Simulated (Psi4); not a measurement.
# wB97M-V/def2-TZVP (density fitting, core potential, sweep point 3) run of SnHClOF2 (SMILES [OH][Sn]([F])([F])[Cl])

What is the vertical ionisation energy of SnHClOF2 at wB97M-V/def2-TZVP (density fitting, core potential, sweep point 3)? Input form: a Python script.

Program for the calculation: Psi4 1.11.

**1. The structure to begin with**

The species is SnHClOF2 (6 atoms), meant as a singlet with charge 0. As SMILES, `[OH][Sn]([F])([F])[Cl]`. The shape is that of a PBE0-D4/def2-TZVP optimisation. This is one conformer, not always the lowest.

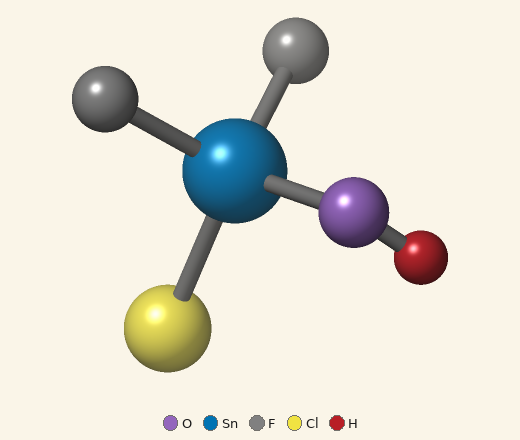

The structure, seen from a chosen angle (oxygen purple, tin blue, fluorine grey, chlorine yellow, hydrogen red).

**2. A single-point energy at wB97M-V/def2-TZVP (density fitting, core potential, sweep point 3)**

run.py

```python
import psi4

psi4.set_memory('1600 MB')
psi4.set_num_threads(1)
psi4.set_output_file('output.dat', False)

m = psi4.geometry("""
0 1
O     -0.464000     0.283900     1.476300
Sn     0.252400    -0.175700    -0.247500
F      1.982500    -0.856500     0.056700
F     -0.743300    -1.587100    -1.019700
Cl     0.329400     1.540600    -1.744400
H     -1.315000     0.730600     1.432500
symmetry c1
""")

psi4.set_options({
    'basis': 'def2-TZVP',
    'puream': True,
    'scf_type': 'df',
    'dft_radial_points': 99,
    'dft_spherical_points': 590,
})

energy_value = psi4.energy("wb97m-v", molecule=m)
print('E =', round(energy_value, 9))
```

The run is started by

```bash
$ python run.py
```

output.dat:

```text
[...]
    !!!  WARNING: ECP capability is in beta. Please check occupations closely.  !!!
[...]
  Running in c1 symmetry.
[...]
  Nuclear repulsion =  367.174479905221006
[...]
  Multiplicity = 1
[...]
  Nalpha       = 33
  Nbeta        = 33
[...]
    Number of basis functions: 186
[...]
 WARNING: Atomic UHF is not converging! Try casting from a smaller basis or call Rob at CCMST.
   -------------------------
[...]
   @DF-RKS iter   1:  -949.84391461086557   -1.89470e+00   5.14736e-03 DIIS/ADIIS
[...]
   @DF-RKS iter   9:  -950.14491279389995   -1.03090e-07   3.25145e-07 DIIS
[...]
    Orbital Energies [Eh]
    ---------------------
    Doubly Occupied:
       1A   -101.903258     2A    -24.896869     3A    -24.894192
       4A    -19.377048     5A     -9.675993     6A     -7.378844
       7A     -7.373234     8A     -7.373141     9A     -5.336323
      10A     -3.669051    11A     -3.667973    12A     -3.666395
      13A     -1.327957    14A     -1.319139    15A     -1.246515
      16A     -1.226390    17A     -1.226061    18A     -1.221123
      19A     -1.194649    20A     -1.129686    21A     -0.967250
      22A     -0.686096    23A     -0.612712    24A     -0.569173
      25A     -0.560122    26A     -0.543364    27A     -0.531280
      28A     -0.524956    29A     -0.518084    30A     -0.485245
      31A     -0.470020    32A     -0.461609    33A     -0.456889
[...]
  @DF-RKS Final Energy:  -950.14491279389995
   => Energetics <=
    Nuclear Repulsion Energy =            367.1744799052210055
    One-Electron Energy =               -2126.7371734519015263
    Two-Electron Energy =                 865.6392959696521530
    DFT Exchange-Correlation Energy =     -56.4856497766654186
    Empirical Dispersion Energy =           0.0000000000000000
    VV10 Nonlocal Energy =                  0.2641345597938572
    Total Energy =                       -950.1449127938999482
[...]
 Multipole Moments:
 ------------------------------------------------------------------------------------
     Multipole            Electronic (a.u.)      Nuclear  (a.u.)        Total (a.u.)
 ------------------------------------------------------------------------------------
 L = 1.  Multiply by 2.5417464519 to convert [e a0] to [Debye]
 Dipole X            :          0.2819433           -0.9717047           -0.6897614
 Dipole Y            :        -10.4714075           11.2576314            0.7862239
 Dipole Z            :          7.9258153           -7.8134362            0.1123791
 Magnitude           :                                                    1.0519258
[...]
```

On the terminal:

```text
E = -950.144912794
```

Run time: 69 s. Hardware: 1 thread of Intel Xeon 6975P-C (Granite Rapids), shared host; peak memory 1.3 GiB.

**3. The doublet cation at the same level**

job.py

```python
import psi4

psi4.set_memory(1600000000)
psi4.set_num_threads(1)
psi4.core.set_output_file('clf2hosn.out', False)

molecule = psi4.geometry("""
1 2
O     -0.464000     0.283900     1.476300
Sn     0.252400    -0.175700    -0.247500
F      1.982500    -0.856500     0.056700
F     -0.743300    -1.587100    -1.019700
Cl     0.329400     1.540600    -1.744400
H     -1.315000     0.730600     1.432500
symmetry c1
""")

psi4.set_options({
    'basis': 'def2-TZVP',
    'reference': 'uks',
    'puream': True,
    'scf_type': 'df',
    'dft_radial_points': 99,
    'dft_spherical_points': 590,
    'maxiter': 100,
})

e_tot = psi4.energy("wb97m-v", molecule=molecule)
print('E =', round(e_tot, 9))
for k, v in sorted(psi4.core.scalar_variables().items()):
    print(f'{k:45s} {v:18.10f}')
```

The run is started by

```bash
$ python job.py
```

clf2hosn.out:

```text
[...]
    !!!  WARNING: ECP capability is in beta. Please check occupations closely.  !!!
[...]
  Running in c1 symmetry.
[...]
  Nuclear repulsion =  367.174479905221006
[...]
  Multiplicity = 2
[...]
  Nalpha       = 33
  Nbeta        = 32
[...]
    Number of basis functions: 186
[...]
 WARNING: Atomic UHF is not converging! Try casting from a smaller basis or call Rob at CCMST.
   -------------------------
[...]
   @DF-UKS iter   1:  -949.31109180850046   -1.36188e+00   5.26684e-03 ADIIS/DIIS
[...]
   @DF-UKS iter  35:  -949.67930975863499   -4.86290e-07   6.91682e-07 DIIS
[...]
   @S^2 Observed:                7.743007361E-01
[...]
    Orbital Energies [Eh]
    ---------------------
    Alpha Occupied:
       1A   -102.174128     2A    -25.087943     3A    -25.086965
       4A    -19.718014     5A     -9.943391     6A     -7.651284
       7A     -7.641913     8A     -7.638146     9A     -5.563762
      10A     -3.897513    11A     -3.895069    12A     -3.892876
      13A     -1.526131    14A     -1.521306    15A     -1.505002
      16A     -1.453234    17A     -1.452870    18A     -1.447878
      19A     -1.412309    20A     -1.406534    21A     -1.221831
      22A     -0.956065    23A     -0.867866    24A     -0.821790
      25A     -0.794738    26A     -0.759716    27A     -0.750183
      28A     -0.724785    29A     -0.718439    30A     -0.715511
      31A     -0.708147    32A     -0.705512    33A     -0.698644
[...]
  @DF-UKS Final Energy:  -949.67930975863499
   => Energetics <=
    Nuclear Repulsion Energy =            367.1744799052210055
    One-Electron Energy =               -2111.2138177840288336
    Two-Electron Energy =                 850.3849451050076595
    DFT Exchange-Correlation Energy =     -56.2865528654441363
    Empirical Dispersion Energy =           0.0000000000000000
    VV10 Nonlocal Energy =                  0.2616358806092990
    Total Energy =                       -949.6793097586349859
[...]
 Multipole Moments:
 ------------------------------------------------------------------------------------
     Multipole            Electronic (a.u.)      Nuclear  (a.u.)        Total (a.u.)
 ------------------------------------------------------------------------------------
 L = 1.  Multiply by 2.5417464519 to convert [e a0] to [Debye]
 Dipole X            :         -0.3093794           -0.9717047           -1.2810841
 Dipole Y            :         -9.3931155           11.2576314            1.8645159
 Dipole Z            :          8.4246221           -7.8134362            0.6111860
 Magnitude           :                                                    2.3433190
[...]
```

The script printed:

```text
E = -949.679309759
CURRENT ENERGY                                   -949.6793097586
CURRENT REFERENCE ENERGY                         -949.6793097586
DD SOLVATION ENERGY                                 0.0000000000
DFT FUNCTIONAL TOTAL ENERGY                      -949.6793097586
DFT TOTAL ENERGY                                 -949.6793097586
DFT VV10 ENERGY                                     0.2616358806
DFT XC ENERGY                                     -56.2865528654
GRID ELECTRONS ALPHA                               33.0000057071
GRID ELECTRONS BETA                                32.0000056946
GRID ELECTRONS TOTAL                               65.0000114018
NUCLEAR REPULSION ENERGY                          367.1744799052
ONE-ELECTRON ENERGY                             -2111.2138177840
PCM POLARIZATION ENERGY                             0.0000000000
PE ENERGY                                           0.0000000000
SCF ITERATION ENERGY                             -949.6793097586
SCF ITERATIONS                                     35.0000000000
SCF TOTAL ENERGY                                 -949.6793097586
TWO-ELECTRON ENERGY                               850.3849451050
XC GRID RADIAL POINTS                              99.0000000000
XC GRID SPHERICAL POINTS                          590.0000000000
XC GRID TOTAL POINTS                           335649.0000000000
```

Wall time 5.3 min (1 thread of Intel Xeon 6975P-C (Granite Rapids), shared host); peak memory 1.3 GiB.

**4. Outcome**

At wB97M-V/def2-TZVP (density fitting, core potential, sweep point 3):

```
                                          quantity          value
                    singlet SnHClOF2: total energy  -950.14491 Eh
                   singlet SnHClOF2: dipole moment         2.67 D
                     singlet SnHClOF2: HOMO energy      -12.43 eV
                     singlet SnHClOF2: LUMO energy       -0.79 eV
                   singlet SnHClOF2: HOMO–LUMO gap       11.64 eV
                      doublet cation: total energy  -949.67931 Eh
doublet cation: HOMO energy (highest over α and β)      -17.99 eV
 doublet cation: LUMO energy (lowest over α and β)      -12.84 eV
                              doublet cation: ⟨S²⟩          0.774
vertical ionisation energy (to the doublet cation)      12.670 eV
```

In words: The vertical ionisation energy comes to 12.67 eV (1222 kJ/mol). The negative HOMO energy of the first species, 12.43 eV, lies 0.24 eV below that difference.
